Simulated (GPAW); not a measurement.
# Polarising TaGe2P4 monolayer with a field along the normal

The dipole of the cell at several fields, atoms fixed. What does the strongest field give, and what length does the slope stand for?

How it was computed: GPAW 26.7.0, plane waves (400 eV), PAW setups, PBE, 9×9 mesh, a dipole layer in the vacuum; geometry relaxed without an applied field with GPAW. The cell's area is 11.35 Å², and e/ε0 = 180.95 V Å.

The runs, one held back:

| field (V/Å) | dipole (e Å) |
| --- | --- |
| −0.2 | −0.1477 |
| −0.1 | −0.0739 |
| −0.05 | −0.0369 |
| 0.05 | 0.0369 |
| 0.1 | 0.0739 |
| 0.2 | 0.1477 |
| 0.3 | ? |

Q: What is the dipole at 0.3 V/Å?

A: A line through the 6 points has the slope α = 0.739 e Å per V/Å and the intercept p₀ = −0.0000 e Å (r.m.s. residual 3.1e−05). At 0.3 V/Å it gives p = −0.0000 + 0.739 × 0.3 = 0.2216 e Å; the run gives 0.2216 e Å, so the response stays linear to 0.0 % of the induced part. Dividing by ε0 and the area: α/(ε0 A) = 0.739 × 180.95 / 11.35 = 11.78 Å, against 9.73 Å between the outer nuclei.

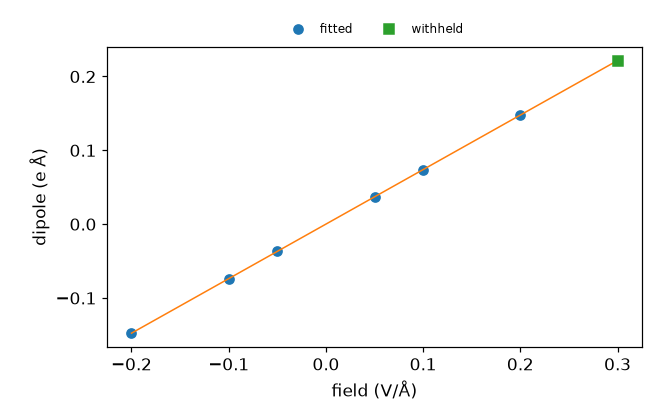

The line and the withheld run.

**Limits.** This is the electronic response alone; ions that move would add to it in polar layers. Spin-polarised runs started from parallel moments; another order may lie lower. Spin-orbit coupling is left out, which matters for the heavier atoms here.
